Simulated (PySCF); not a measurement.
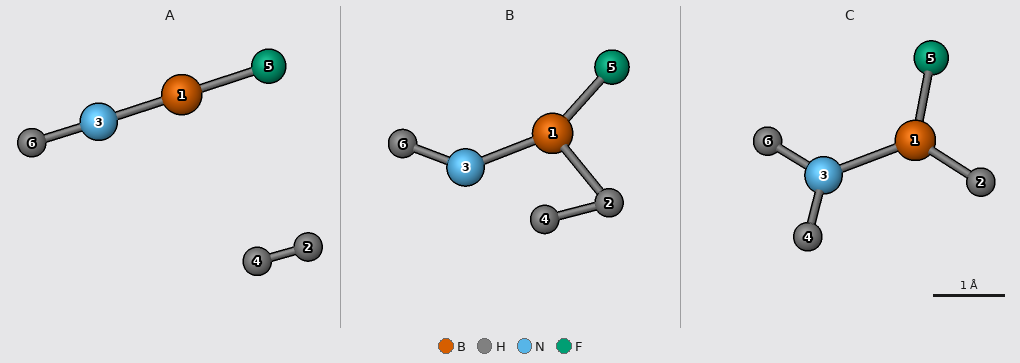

Three geometries of BNH3F: a saddle point and the two minima that it joins, in shuffled order. A ball-and-stick model, seen at a tilt. Sticks join atoms that are closer than about 1.2 times the sum of their covalent radii (a little more with hydrogen).

Stationary points at PBE0-D4/def2-TZVP, single-point energies with CCSD(T)/CBS, wB97M-V, r2SCAN-D4 (def2-TZVPP where no basis is named; PySCF 2.14.0). The energies are electronic, without zero-point or thermal terms, and both ends are the minima reached downhill from the saddle, with any fragments still in contact. CCSD(T)/CBS stands for a frozen-core estimate: MP2 correlation extrapolated from def2-TZVPP and def2-QZVPP, CCSD(T) minus MP2 from the smaller set.

Question: Identify the saddle point and describe the reaction.

Answer: Frame B is the saddle point. Counted by bonded pieces, C holds BH₃NF and A holds BHNF + H₂. From C over the saddle to A, a bond forms: H2–H4 (2.56 → 0.94 → 0.75 Å). Bonds break: B1–H2 (1.20 → 1.43 → 3.17 Å), N3–H4 (1.00 → 1.46 → 3.32 Å). The saddle has one imaginary mode, 1301i cm⁻¹. With CCSD(T)/CBS the barrier is 81.8 kcal/mol from C and 29.9 kcal/mol from A, and A lies 51.9 kcal/mol above C.

```csv
level,barrier from C (kcal/mol),barrier from A (kcal/mol),A less C (kcal/mol)
CCSD(T)/CBS,81.8,29.9,51.9
wB97M-V,81.6,29.1,52.6
r2SCAN-D4,77.9,24.8,53.1
```

Against CCSD(T)/CBS, wB97M-V comes closest on the barrier from C (−0.1 kcal/mol) and r2SCAN-D4 misses most (−3.9 kcal/mol).
